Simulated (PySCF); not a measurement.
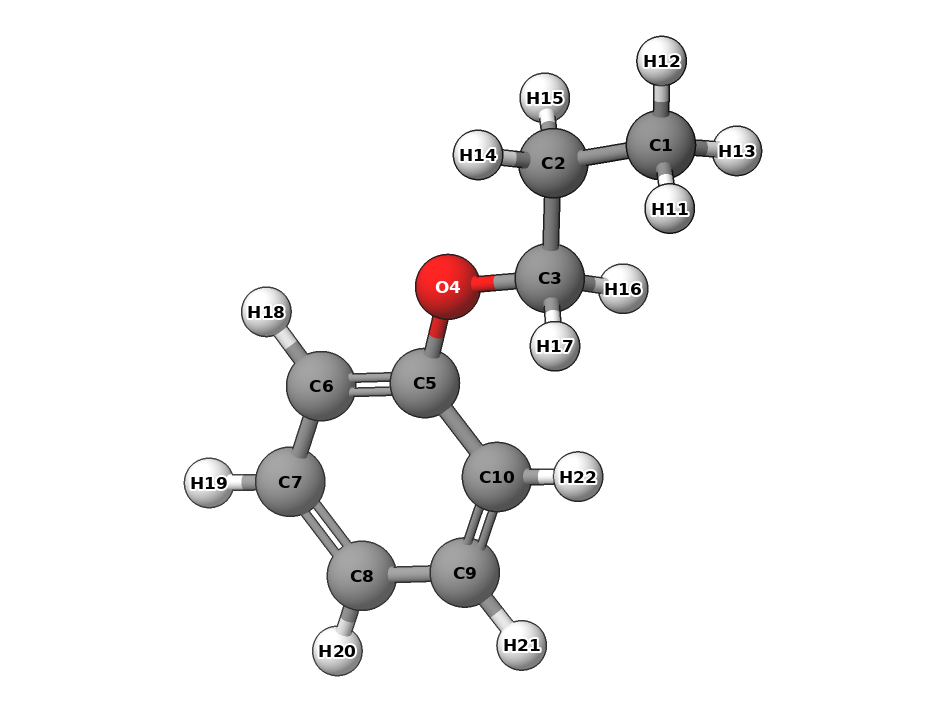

Computed geometry: PBE0-D3(BJ)/def2-SVP optimisation. No frequency run is at hand to confirm it as a minimum. Electric field gradients from the ground-state density, PBE0/pcSseg-1 in benzene (IEF-PCM) (PySCF 2.14.0), non-relativistic apart from any core potentials.

Give the largest field-gradient component, the quadrupole coupling constant and the asymmetry for 17O at O4 (Q = −25.6 mb).

```csv
atom,V_zz (a.u.),e²qQ/h (MHz),η
O4,1.878,−11.30,0.67
```
